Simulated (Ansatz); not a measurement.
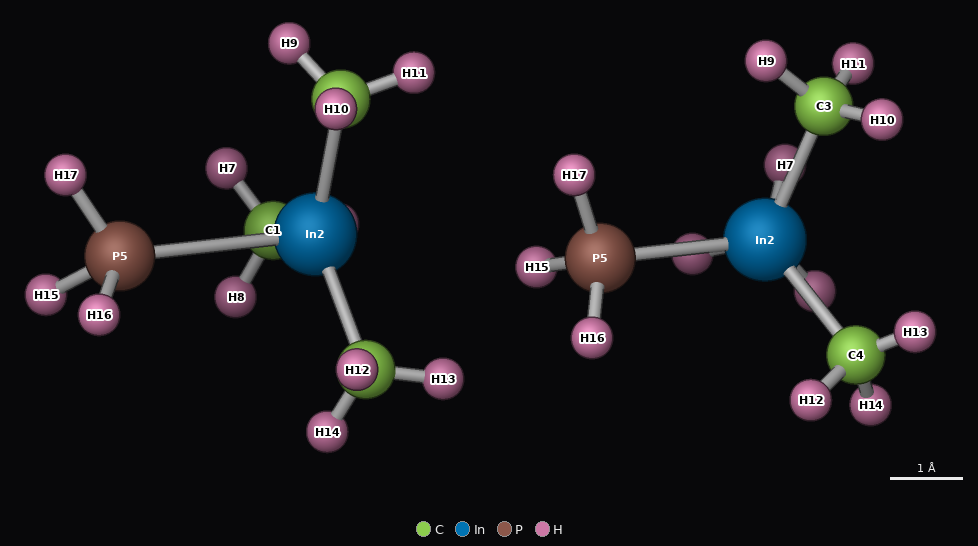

Two geometries of C₃H₁₂InP (coarse preliminary run), drawn at one scale. One is the start of a relaxation, the other its converged end. A ball-and-stick model, seen at a tilt.

Method: Ansatz 0.2.0, RKS PBE-D4/def2-SVP. Settings: force threshold 0.03 eV/Å; at most 200 steps.

Q: Which geometry has the lower energy?

A: The left one is the relaxed one. The start comes from a force field. Over 22 accepted moves (24 points after the start) the energy falls by 1.422 eV. Largest force component: 6.9 eV/Å at the start, 0.0044 eV/Å at the end. The line search rejected the trial steps at points 14, 16 of the run. The forces were under the threshold at step 10, but the run went on from there. The largest moves after the best rigid fit, 1.03 Å, are those of H atoms. Largest moves by element: H 1.03 Å, In 0.59 Å, C 0.22 Å, P 0.13 Å. Among the contacts that change: In–P 2.464 → 2.923 Å, C–H 0.989 → 1.110 Å, C–In 2.144 → 2.202 Å, C–H 1.165 → 1.108 Å. Bond angles that change, for instance: C–In–P 110.7° → 94.4°, C–In–P 109.6° → 94.4°, H–P–H 109.0° → 95.8°. Groups turn about In–P by about 20°. Cost: 51 s on 4 threads of Arm Neoverse V2 (shared host).
